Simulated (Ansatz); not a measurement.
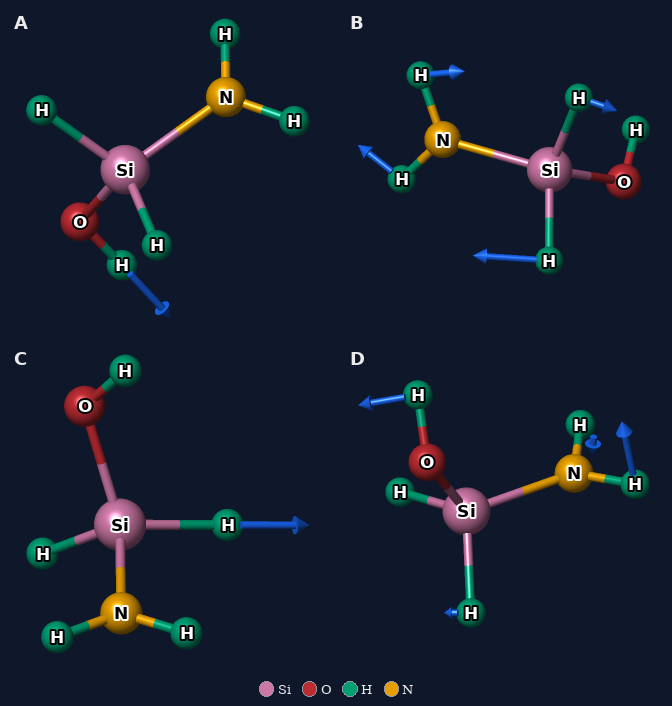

4 normal modes of one molecule or complex, as arrows. Harmonic vibrations computed with RKS PBE0-D4/def2-TZVP (Ansatz 0.2.0) at a stationary point of the same level.

**Match the panels to the wavenumbers 297 cm⁻¹, 892 cm⁻¹, 2216 cm⁻¹, 3921 cm⁻¹.**

A: 3921 cm⁻¹, O–H stretching
B: 892 cm⁻¹, angle bending
C: 2216 cm⁻¹, Si–H stretching
D: 297 cm⁻¹, a torsion or out-of-plane motion in which bond lengths and bond angles hardly change
